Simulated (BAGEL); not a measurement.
# CH3Cl3Si (methyltrichlorosilane): a chain of runs

Wanted: the energy (HF/def2-SVP), then the energy (NEVPT2(2,2)/def2-SVP) of CH3Cl3Si (methyltrichlorosilane). 

The calculation is run with BAGEL 1.2.2.

2 further runs of the same task are left out: 2 set aside as unsound or not needed.

### 1 The structure to begin with

The species is CH3Cl3Si (8 atoms), meant as a singlet with charge 0. SMILES: `C[Si](Cl)(Cl)Cl`. The Si2–Cl4 distance was set to 5.709 Å, away from the relaxed value. At this shape a bond of the SMILES string is far longer than usual.

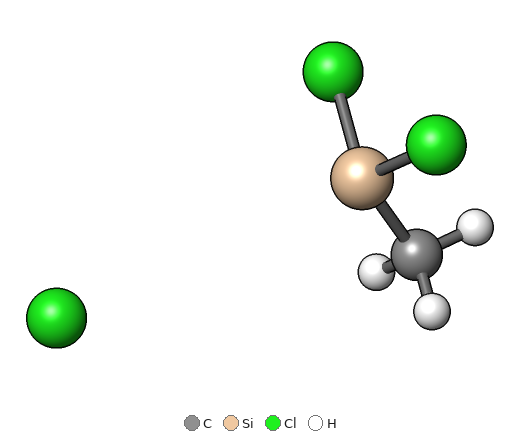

The structure, seen from a chosen angle (carbon grey, silicon light orange, chlorine green, hydrogen white).

### 2 The energy at HF/def2-SVP (density fitting with svp-jkfit) (run 1)

input.json

```json
{ "bagel" : [

{
  "title" : "molecule",
  "basis" : "svp",
  "df_basis" : "svp-jkfit",
  "angstrom" : true,
  "geometry" : [
    { "atom" : "C", "xyz" : [    0.176501,    0.849721,    4.058403 ] },
    { "atom" : "Si", "xyz" : [    1.474301,    1.327221,    2.843603 ] },
    { "atom" : "Cl", "xyz" : [    3.265801,    0.489321,    3.338703 ] },
    { "atom" : "Cl", "xyz" : [    0.065900,   -0.429500,   -2.402200 ] },
    { "atom" : "Cl", "xyz" : [    1.706601,    3.352321,    2.798503 ] },
    { "atom" : "H", "xyz" : [    0.060901,   -0.235879,    4.073103 ] },
    { "atom" : "H", "xyz" : [    0.457101,    1.190421,    5.057103 ] },
    { "atom" : "H", "xyz" : [   -0.777199,    1.304521,    3.783103 ] }
  ]
},
{
  "title" : "hf"
},
{
  "title" : "print",
  "file" : "orbitals.molden",
  "orbitals" : true
}

]}
```

The run is started by

```console
BAGEL_NUM_THREADS=1 BAGEL input.json > input.out
```

The log of the run:

```text
* using 1 threads per process

  ===============================================================
  ===============================================================

  *** Geometry ***

  { "atom" : "C", "xyz" : [      0.333539,      1.605740,      7.669270 ] },
  { "atom" : "Si", "xyz" : [      2.786025,      2.508084,      5.373631 ] },
  { "atom" : "Cl", "xyz" : [      6.171469,      0.924683,      6.309234 ] },
  { "atom" : "Cl", "xyz" : [      0.124533,     -0.811637,     -4.539500 ] },
  { "atom" : "Cl", "xyz" : [      3.225008,      6.334969,      5.288404 ] },
  { "atom" : "H", "xyz" : [      0.115086,     -0.445747,      7.697049 ] },
  { "atom" : "H", "xyz" : [      0.863796,      2.249570,      9.556540 ] },
  { "atom" : "H", "xyz" : [     -1.468693,      2.465187,      7.149029 ] },

  Number of auxiliary basis functions:      641

  Since a DF basis is specified, we compute 2- and 3-index integrals:
    o Being stored without compression. Storage requirement is 0.052 GB

  Number of basis functions:      101
  Number of electrons      :       74

    * METHOD: MOLECULE                             0.50

  *** RHF ***

  === Nuclear Repulsion ===
   341.8414863322

      * DIIS with orbital gradients will be used.

  === RHF iteration (svp) ===
      0      -1706.20184896          0.01195043           0.30
      1      -1705.74532592          0.01472639           0.28
      2      -1706.32733783          0.00561700           0.30
      3      -1706.36080720          0.00304762           0.30
      4      -1706.37581456          0.00111339           0.30
      5      -1706.38507613          0.00060668           0.26
      6      -1706.38908867          0.00067113           0.26
      7      -1706.39455913          0.00111987           0.27
      8      -1706.39433376          0.00109076           0.29
      9      -1706.39365845          0.00123652           0.26
     10      -1706.39399840          0.00117331           0.28
     11      -1706.39654451          0.00018400           0.30
     12      -1706.39659818          0.00002062           0.27
     13      -1706.39659943          0.00000699           0.27
     14      -1706.39659981          0.00000401           0.29
     15      -1706.39660003          0.00000356           0.27
     16      -1706.39660038          0.00000328           0.28
     17      -1706.39660084          0.00000303           0.32
     18      -1706.39660230          0.00000217           0.27
     19      -1706.39660331          0.00000200           0.28
     20      -1706.39660334          0.00000098           0.29
     21      -1706.39660339          0.00000059           0.27
     22      -1706.39660340          0.00000029           0.27
     23      -1706.39660341          0.00000011           0.26
     24      -1706.39660341          0.00000002           0.26
     25      -1706.39660341          0.00000001           0.26
    * SCF iteration converged.

    * Permanent dipole moment:
           (   -0.867700,    -1.620228,    -6.084025) a.u.

    * METHOD: HF                                   7.84

    * METHOD: PRINT                                0.02

  ===============================================================
```

Wall time 8.7 s (1 thread of Arm Neoverse V1, shared host); peak memory 0.2 GiB.

### 3 The energy at NEVPT2(2,2)/def2-SVP (density fitting with svp-jkfit) (run 2)

input.json

```json
{ "bagel": [

{
  "title": "molecule",
  "basis": "svp",
  "df_basis": "svp-jkfit",
  "angstrom": true,
  "geometry": [
    { "atom": "C", "xyz": [       0.176501,       0.849721,       4.058403 ] },
    { "atom": "Si", "xyz": [       1.474301,       1.327221,       2.843603 ] },
    { "atom": "Cl", "xyz": [       3.265801,       0.489321,       3.338703 ] },
    { "atom": "Cl", "xyz": [       0.065900,      -0.429500,      -2.402200 ] },
    { "atom": "Cl", "xyz": [       1.706601,       3.352321,       2.798503 ] },
    { "atom": "H", "xyz": [       0.060901,      -0.235879,       4.073103 ] },
    { "atom": "H", "xyz": [       0.457101,       1.190421,       5.057103 ] },
    { "atom": "H", "xyz": [      -0.777199,       1.304521,       3.783103 ] }
  ]
},

{ "title": "hf" },

{ "title": "casscf", "nstate": 1, "nact": 2, "nclosed": 36, "active": [37, 38], "maxiter": 200, "natocc": true },

{ "title": "nevpt2", "nstate": 1, "nact": 2, "nclosed": 36, "active": [37, 38], "maxiter": 200, "natocc": true, "ncore": 21 },

{ "title": "print", "file": "orbitals.molden", "orbitals": true }

]}
```

The run is started by

```console
BAGEL_NUM_THREADS=1 BAGEL input.json > input.out
```

The log of the run:

```text
* using 1 threads per process

  ===============================================================
  ===============================================================

  *** Geometry ***

  { "atom" : "C", "xyz" : [      0.333539,      1.605740,      7.669270 ] },
  { "atom" : "Si", "xyz" : [      2.786025,      2.508084,      5.373631 ] },
  { "atom" : "Cl", "xyz" : [      6.171469,      0.924683,      6.309234 ] },
  { "atom" : "Cl", "xyz" : [      0.124533,     -0.811637,     -4.539500 ] },
  { "atom" : "Cl", "xyz" : [      3.225008,      6.334969,      5.288404 ] },
  { "atom" : "H", "xyz" : [      0.115086,     -0.445747,      7.697049 ] },
  { "atom" : "H", "xyz" : [      0.863796,      2.249570,      9.556540 ] },
  { "atom" : "H", "xyz" : [     -1.468693,      2.465187,      7.149029 ] },

  Number of auxiliary basis functions:      641

  Since a DF basis is specified, we compute 2- and 3-index integrals:
    o Being stored without compression. Storage requirement is 0.052 GB

  Number of basis functions:      101
  Number of electrons      :       74

    * METHOD: MOLECULE                             0.48

  *** RHF ***

  === Nuclear Repulsion ===
   341.8414863322

      * DIIS with orbital gradients will be used.

  === RHF iteration (svp) ===
      0      -1706.20184896          0.01195043           0.35
      1      -1705.74532592          0.01472639           0.28
      2      -1706.32733783          0.00561700           0.26
      3      -1706.36080720          0.00304762           0.27
      4      -1706.37581456          0.00111339           0.26
      5      -1706.38507613          0.00060668           0.26
      6      -1706.38908867          0.00067113           0.27
      7      -1706.39455913          0.00111987           0.27
      8      -1706.39433376          0.00109076           0.26
      9      -1706.39365845          0.00123652           0.25
     10      -1706.39399840          0.00117331           0.26
     11      -1706.39654451          0.00018400           0.30
     12      -1706.39659818          0.00002062           0.30
     13      -1706.39659943          0.00000699           0.29
     14      -1706.39659981          0.00000401           0.27
     15      -1706.39660003          0.00000356           0.35
     16      -1706.39660038          0.00000328           0.28
     17      -1706.39660084          0.00000303           0.26
     18      -1706.39660230          0.00000217           0.29
     19      -1706.39660331          0.00000200           0.27
     20      -1706.39660334          0.00000098           0.30
     21      -1706.39660339          0.00000059           0.26
     22      -1706.39660340          0.00000029           0.26
     23      -1706.39660341          0.00000011           0.26
     24      -1706.39660341          0.00000002           0.30
     25      -1706.39660341          0.00000001           0.28
    * SCF iteration converged.

    * Permanent dipole moment:
           (   -0.867700,    -1.620228,    -6.084025) a.u.

    * METHOD: HF                                   7.83

  ---------------------------
      CASSCF calculation
  ---------------------------

    ==== Active orbitals : =====
         Orbital 37
         Orbital 38
    ============================

    * nstate   :      1
    * nclosed  :     36
    * nact     :      2
    * nvirt    :     63
  === CASSCF iteration (svp) ===

    * Using the second-order algorithm

      0  0     -1706.49723651     1.04e-02      0.07

      1  0     -1706.52713593     2.82e-04      1.56

      2  0     -1706.52705161     1.65e-03      1.57

      3  0     -1706.52730116     5.23e-06      1.68

      4  0     -1706.52730127     1.58e-06      1.48

      5  0     -1706.52730128     3.86e-07      1.57

      6  0     -1706.52730128     1.09e-07      1.42

      7  0     -1706.52730128     3.07e-08      1.47

      8  0     -1706.52730128     8.55e-09      2.00

    * Second-order optimization converged. *

     guess   0:   closed 1.                   open ..

  === FCI iteration ===

      0  0     -1706.33923463     1.08e-01      0.00
      1  0     -1706.49866772     4.02e-02      0.00
      2  0 *   -1706.52730128     7.13e-16      0.00

     * ci vector, state   0, <S^2> = 0.0000
       2.     0.7112824377
       .2    -0.7029063194

    * METHOD: CASSCF                              13.42

    * freezing 21 orbitals

  === DF-NEVPT2 calculation ===

    * 3-index integral transformation done
    * assembly done

      NEVPT2 correlation energy:   -0.5977415213      0.29

          (+0)     -0.5185604833
          (+0)'    -0.0106386485
          (+1)     -0.0215953425
          (+1)'    -0.0000000000
          (+2)     -0.0000006642
          (-1)     -0.0469430185
          (-1)'     0.0000000000
          (-2)     -0.0000033643

      NEVPT2 total energy:       -1707.1250427972

    * METHOD: NEVPT2                               0.72

    * METHOD: PRINT                                0.02

  ===============================================================
```

Wall time 23 s (1 thread of Arm Neoverse V1, shared host); peak memory 0.22 GiB.

### 4 Summary of results

| quantity | value |
| --- | --- |
| run 1, HF/def2-SVP: total energy | -1706.39660 Eh |
| run 1, HF/def2-SVP: dipole moment | 16.15 D |
| run 1, HF/def2-SVP: HOMO energy | -6.75 eV |
| run 1, HF/def2-SVP: LUMO energy | -3.81 eV |
| run 1, HF/def2-SVP: HOMO–LUMO gap | 2.94 eV |
| run 2, NEVPT2(2,2)/def2-SVP: total energy | -1707.12504 Eh |

One bond (run 1, HF/def2-SVP) is far stretched, which a spin-restricted single reference describes badly; a broken-symmetry solution may lie lower.
